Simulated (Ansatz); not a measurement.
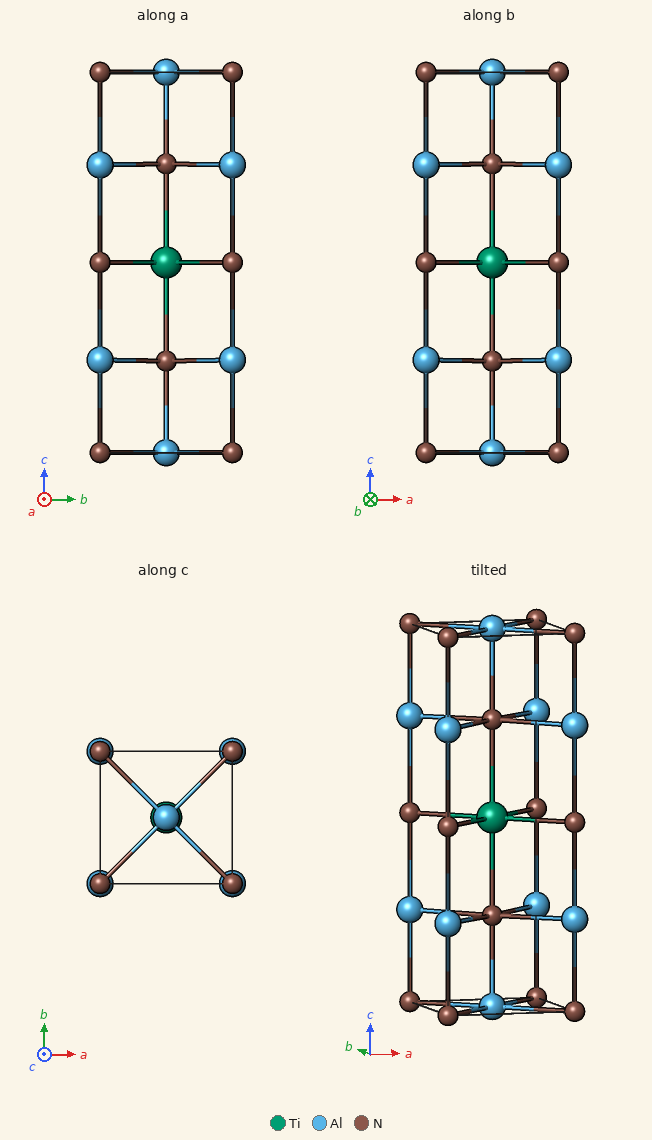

We look at a ball-and-stick model of the crystal along the a axis, along the b axis, along the c axis and slightly off an axis. The parallelepiped is the conventional unit cell.

Lattice parameters: a = 2.9057 Å, b = 2.9057 Å, c = 8.3562 Å, α = 90.000°, β = 90.000°, γ = 90.000°.

> Write the structure as a CIF in P1 with every atom of the cell, with free fractional coordinates to two decimals.

```cif
data_structure
_symmetry_space_group_name_H-M 'P 1'
_symmetry_Int_Tables_number 1
_cell_length_a 2.9057
_cell_length_b 2.9057
_cell_length_c 8.3562
_cell_angle_alpha 90.000
_cell_angle_beta 90.000
_cell_angle_gamma 90.000
_cell_volume 70.55
loop_
_atom_site_label
_atom_site_type_symbol
_atom_site_fract_x
_atom_site_fract_y
_atom_site_fract_z
_atom_site_occupancy
Ti1 Ti 0.50 0.50 0.50 1
Al1 Al 0.00 0.00 0.76 1
Al2 Al 0.50 0.50 0.00 1
Al3 Al 0.00 0.00 0.24 1
N1 N 0.00 0.00 0.00 1
N2 N 0.50 0.50 0.24 1
N3 N 0.00 0.00 0.50 1
N4 N 0.50 0.50 0.76 1
```

Origin of the cell: a structure type filled with these elements by a generator (whether the compound takes this form wasn't checked). Earlier steps of the study may have refined or changed the cell and positions. It went into a calculation with Ansatz.
